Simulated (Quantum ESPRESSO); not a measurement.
# K3HO (Pm-3m): modes at Γ and the response to a field, part 2 of 6

Which modes does K3HO (Pm-3m) have at the zone centre?

Quantum ESPRESSO 7.5; DFT LDA, scalar-relativistic, plane waves, PseudoDojo norm-conserving pseudopotentials.

So far. Step 2 (A probe with smearing): A gap of 1.5 eV opens on this mesh, so the crystal is taken as an insulator; the start stands at -2.8 GPa. The relaxed cell has a = 5.006 Å (conventional setting).

The structure was built from a prototype and need not be the compound's stable phase.

## 4. Relaxation

A variable-cell run keeps the plane waves of its start, so its end shows a stress on a fresh basis; a second run from that cell removes it.

Contents of relax.in:

```
&CONTROL
  calculation   = 'vc-relax'
  prefix        = 'x'
  outdir        = './tmp'
  pseudo_dir    = './pseudo'
  tprnfor       = .true.
  tstress       = .true.
  forc_conv_thr = 2.0d-05
  etot_conv_thr = 1.0d-07
  nstep         = 40
/
&SYSTEM
  ibrav       = 1
  celldm(1)   = 9.46002985
  nat         = 5
  ntyp        = 3
  ecutwfc     = 72.0
  occupations = 'fixed'
  nbnd        = 19
/
&ELECTRONS
  conv_thr         = 1.0d-11
  mixing_beta      = 0.7
  electron_maxstep = 100
/
&IONS
/
&CELL
  press_conv_thr = 0.2
/
ATOMIC_SPECIES
 H       1.0080  H.upf
 O      15.9990  O.upf
 K      39.0983  K.upf
ATOMIC_POSITIONS crystal
 H      0.000000000   0.000000000   0.000000000
 O      0.500000000   0.500000000   0.500000000
 K      0.500000000   0.500000000   0.000000000
 K      0.500000000   0.000000000   0.500000000
 K      0.000000000   0.500000000   0.500000000
K_POINTS automatic
 4 4 4 0 0 0
```

On the command line:

```
OMP_NUM_THREADS=1 mpirun -n 4 pw.x -nk 4 -in relax.in > relax.out
```

The program printed:

```text
[banners, grids, parts of the stress and lines that vanish by symmetry left out]
[banner, memory and clock lines left out]
Program PWSCF v.7.5

[...]
kinetic-energy cutoff     =      72.0000  Ry
     charge density cutoff     =     288.0000  Ry
     scf convergence threshold =      1.0E-11
[...]
energy convergence thresh.=      1.0E-07
     force convergence thresh. =      2.0E-05
     press convergence thresh. =      2.0E-01
     Exchange-correlation= SLA  PW   NOGX NOGC
                           (   1   4   0   0   0   0   0)
[...]
48 Sym. Ops., with inversion, found
[...]
number of k points=    10
[...]
End of self-consistent calculation
[...]
highest occupied, lowest unoccupied level (ev):     3.3248    4.8486
!    total energy              =    -213.77387533 Ry
[...]
convergence has been achieved in  17 iterations
[...]
atom    1 type  1   force =     0.00000000    0.00000000    0.00000000
     atom    2 type  2   force =     0.00000000    0.00000000    0.00000000
     atom    3 type  3   force =     0.00000000    0.00000000    0.00000000
     atom    4 type  3   force =     0.00000000    0.00000000    0.00000000
     atom    5 type  3   force =     0.00000000    0.00000000    0.00000000
     Total force =     0.000000     Total SCF correction =     0.000000
[...]
total   stress  (Ry/bohr**3)                   (kbar)     P=       -1.38
[...]
number of bfgs steps    =   0
[...]
CELL_PARAMETERS (alat=  9.46002985)
[...]
ATOMIC_POSITIONS (crystal)
H                0.0000000000        0.0000000000        0.0000000000
O                0.5000000000        0.5000000000        0.5000000000
K                0.5000000000        0.5000000000        0.0000000000
K                0.5000000000        0.0000000000        0.5000000000
[...]
New effective cutoffs (rho, wfc):  287.76   72.02
[...]
End of self-consistent calculation
[...]
highest occupied, lowest unoccupied level (ev):     3.3303    4.8538
!    total energy              =    -213.77388053 Ry
[...]
convergence has been achieved in   6 iterations
[...]
atom    1 type  1   force =     0.00000000    0.00000000    0.00000000
     atom    2 type  2   force =     0.00000000    0.00000000    0.00000000
     atom    3 type  3   force =     0.00000000    0.00000000    0.00000000
     atom    4 type  3   force =     0.00000000    0.00000000    0.00000000
     atom    5 type  3   force =     0.00000000    0.00000000    0.00000000
     Total force =     0.000000     Total SCF correction =     0.000000
[...]
total   stress  (Ry/bohr**3)                   (kbar)     P=       -1.20
[...]
number of bfgs steps    =   1
[...]
WARNING: bfgs curvature condition failed, Theta= 0.920
[...]
CELL_PARAMETERS (alat=  9.46002985)
[...]
ATOMIC_POSITIONS (crystal)
[...]
New effective cutoffs (rho, wfc):  287.96   72.07
[...]
End of self-consistent calculation
[...]
highest occupied, lowest unoccupied level (ev):     3.3385    4.8615
!    total energy              =    -213.77388697 Ry
[...]
convergence has been achieved in   9 iterations
[...]
atom    1 type  1   force =     0.00000000    0.00000000    0.00000000
     atom    2 type  2   force =     0.00000000    0.00000000    0.00000000
     atom    3 type  3   force =     0.00000000    0.00000000    0.00000000
     atom    4 type  3   force =     0.00000000    0.00000000    0.00000000
[...]
Total force =     0.000000     Total SCF correction =     0.000000
[...]
total   stress  (Ry/bohr**3)                   (kbar)     P=       -0.93
[...]
number of bfgs steps    =   2
[...]
CELL_PARAMETERS (alat=  9.46002985)
[...]
ATOMIC_POSITIONS (crystal)
[...]
New effective cutoffs (rho, wfc):  288.26   72.15
[...]
End of self-consistent calculation
[...]
highest occupied, lowest unoccupied level (ev):     3.3508    4.8731
!    total energy              =    -213.77389356 Ry
[...]
convergence has been achieved in  10 iterations
[...]
Total force =     0.000000     Total SCF correction =     0.000000
[...]
total   stress  (Ry/bohr**3)                   (kbar)     P=       -0.52
[...]
number of bfgs steps    =   3
[...]
CELL_PARAMETERS (alat=  9.46002985)
[...]
ATOMIC_POSITIONS (crystal)
[...]
New effective cutoffs (rho, wfc):  288.65   72.25
[...]
End of self-consistent calculation
[...]
highest occupied, lowest unoccupied level (ev):     3.3667    4.8880
!    total energy              =    -213.77389659 Ry
[...]
convergence has been achieved in  10 iterations
[...]
Total force =     0.000000     Total SCF correction =     0.000000
[...]
total   stress  (Ry/bohr**3)                   (kbar)     P=        0.00
[...]
number of bfgs steps    =   4
[...]
small trust_radius: resetting bfgs history
[...]
CELL_PARAMETERS (alat=  9.46002985)
[...]
ATOMIC_POSITIONS (crystal)
[...]
New effective cutoffs (rho, wfc):  288.65   72.25
[...]
End of self-consistent calculation
[...]
highest occupied, lowest unoccupied level (ev):     3.3667    4.8880
!    total energy              =    -213.77389659 Ry
[...]
convergence has been achieved in   3 iterations
[...]
atom    3 type  3   force =     0.00000000    0.00000000    0.00000000
     atom    4 type  3   force =     0.00000000    0.00000000    0.00000000
     atom    5 type  3   force =     0.00000000    0.00000000    0.00000000
     Total force =     0.000000     Total SCF correction =     0.000000
[...]
total   stress  (Ry/bohr**3)                   (kbar)     P=        0.00
[...]
bfgs converged in   6 scf cycles and   5 bfgs steps
[...]
End of BFGS Geometry Optimization
     Final enthalpy           =    -213.7738965927 Ry
     File ./tmp/x.bfgs deleted, as requested
[...]
CELL_PARAMETERS (alat=  9.46002985)
[...]
ATOMIC_POSITIONS (crystal)
[...]
K                0.5000000000        0.0000000000        0.5000000000
K                0.0000000000        0.5000000000        0.5000000000
[...]
Final scf calculation at the relaxed structure.
[...]
kinetic-energy cutoff     =      72.0000  Ry
     charge density cutoff     =     288.0000  Ry
     scf convergence threshold =      1.0E-13
[...]
press convergence thresh. =      2.0E-01
     Exchange-correlation= SLA  PW   NOGX NOGC
                           (   1   4   0   0   0   0   0)
[...]
48 Sym. Ops., with inversion, found
[...]
number of k points=    10
[...]
End of self-consistent calculation
[...]
highest occupied, lowest unoccupied level (ev):     3.3666    4.8880
!    total energy              =    -213.77384049 Ry
[...]
convergence has been achieved in  24 iterations
[...]
atom    1 type  1   force =     0.00000000    0.00000000    0.00000000
     atom    2 type  2   force =     0.00000000    0.00000000    0.00000000
     atom    3 type  3   force =     0.00000000    0.00000000    0.00000000
     atom    4 type  3   force =     0.00000000    0.00000000    0.00000000
     atom    5 type  3   force =     0.00000000    0.00000000    0.00000000
     Total force =     0.000000     Total SCF correction =     0.000000
[...]
total   stress  (Ry/bohr**3)                   (kbar)     P=       -0.10
[...]
XML data file, charge density, pseudopotentials, collected wavefunctions
```

The job ended after 80 s (4 MPI ranks of Arm Neoverse V1, shared host).

Step by step:

```tsv
step	energy less that of the first step (eV)	largest force (eV/Å)	pressure (GPa)	volume (Å³)
1	0.0000	0.0000	-0.14	125.45
2	-0.0001	0.0000	-0.12	125.36
3	-0.0002	0.0000	-0.09	125.23
4	-0.0002	0.0000	-0.05	125.04
5	-0.0003	0.0000	0.00	124.78
6	-0.0003	0.0000	0.00	124.78
7	0.0005	0.0000	-0.01	124.78
```

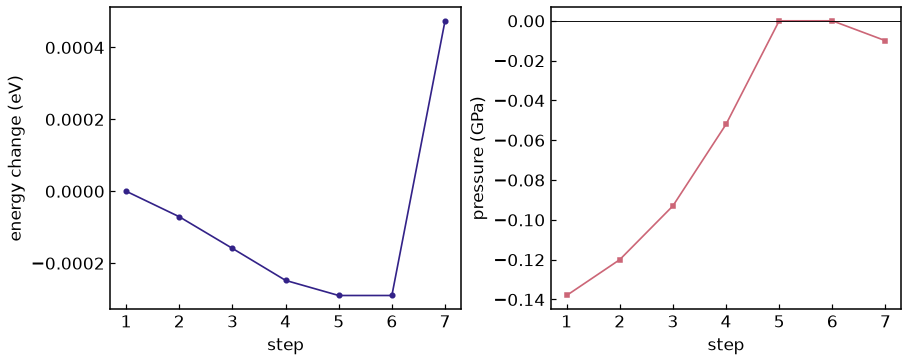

Energy and pressure along the relaxation.

```tsv
conventional cell, symmetrised	before	after	change
a (Å)	5.006	4.997	-0.2 %
b (Å)	5.006	4.997	-0.2 %
c (Å)	5.006	4.997	-0.2 %
volume (Å³/atom)	25.09	24.96	-0.5 %
```

Final coordinates:

```cif
data_structure
_symmetry_space_group_name_H-M 'P 1'
_symmetry_Int_Tables_number 1
_cell_length_a 4.9971
_cell_length_b 4.9971
_cell_length_c 4.9971
_cell_angle_alpha 90.000
_cell_angle_beta 90.000
_cell_angle_gamma 90.000
_cell_volume 124.78
loop_
_atom_site_label
_atom_site_type_symbol
_atom_site_fract_x
_atom_site_fract_y
_atom_site_fract_z
_atom_site_occupancy
H1 H 0.00000 0.00000 0.00000 1
O2 O 0.50000 0.50000 0.50000 1
K3 K 0.50000 0.50000 0.00000 1
K4 K 0.50000 0.00000 0.50000 1
K5 K 0.00000 0.50000 0.50000 1
```

The last row of the table of steps is pw.x's closing run on a basis chosen anew for the final cell, so its energy can jump.

This step gave:

| Quantity | Value |
| --- | --- |
| volume per atom | 24.96 Å³ |
| pressure | -0.01 GPa |
| gap on the k-mesh | 1.521 eV |

The volume changes by -0.5 % from the cell with which this run began.

## 5. Ground state

Perturbation theory inherits every error of the wavefunctions, so the threshold is set near the limit of the arithmetic. With a gap, occupations are fixed, which also allows the response to an electric field.

Contents of scf.in:

```
&CONTROL
  calculation = 'scf'
  prefix      = 'x'
  outdir      = './tmp'
  pseudo_dir  = './pseudo'
  tprnfor     = .true.
  tstress     = .true.
/
&SYSTEM
  ibrav       = 1
  celldm(1)   = 9.44312502
  nat         = 5
  ntyp        = 3
  ecutwfc     = 72.0
  occupations = 'fixed'
  nbnd        = 19
/
&ELECTRONS
  conv_thr         = 1.0d-12
  mixing_beta      = 0.7
  electron_maxstep = 100
/
ATOMIC_SPECIES
 H       1.0080  H.upf
 O      15.9990  O.upf
 K      39.0983  K.upf
ATOMIC_POSITIONS crystal
 H      0.000000000   0.000000000   0.000000000
 O      0.500000000   0.500000000   0.500000000
 K      0.500000000   0.500000000   0.000000000
 K      0.500000000   0.000000000   0.500000000
 K      0.000000000   0.500000000   0.500000000
K_POINTS automatic
 4 4 4 0 0 0
```

On the command line:

```
OMP_NUM_THREADS=1 mpirun -n 4 pw.x -nk 4 -in scf.in > scf.out
```

The program printed:

```text
[banners, grids, parts of the stress and lines that vanish by symmetry left out]
[banner, memory and clock lines left out]
Program PWSCF v.7.5

[...]
kinetic-energy cutoff     =      72.0000  Ry
     charge density cutoff     =     288.0000  Ry
     scf convergence threshold =      1.0E-12
[...]
Exchange-correlation= SLA  PW   NOGX NOGC
                           (   1   4   0   0   0   0   0)
[...]
48 Sym. Ops., with inversion, found
[...]
number of k points=    10
[...]
End of self-consistent calculation
[...]
highest occupied, lowest unoccupied level (ev):     3.3666    4.8880
!    total energy              =    -213.77384049 Ry
[...]
convergence has been achieved in  18 iterations
[...]
atom    1 type  1   force =     0.00000000    0.00000000    0.00000000
     atom    2 type  2   force =     0.00000000    0.00000000    0.00000000
     atom    3 type  3   force =     0.00000000    0.00000000    0.00000000
     atom    4 type  3   force =     0.00000000    0.00000000    0.00000000
     atom    5 type  3   force =     0.00000000    0.00000000    0.00000000
     Total force =     0.000000     Total SCF correction =     0.000000
[...]
total   stress  (Ry/bohr**3)                   (kbar)     P=       -0.10
[...]
XML data file, charge density, pseudopotentials, collected wavefunctions
```

Elapsed: 18 s, on 4 MPI ranks.

The cell stands at -0.01 GPa, close enough for phonons.

(Part 2 of 6 ends here.)

[Host names and launcher messages were left out of these logs when they were recorded.]

[Logs are printed without paths, hosts, clocks, repeated set-up lines and the standing remarks that a program may print on its own settings, such as how far it seeks lower states.]

[Hosts, paths, dates, database ids (printed as entryN), source tags and the programs' standing remarks are cut or masked in the printed files.]
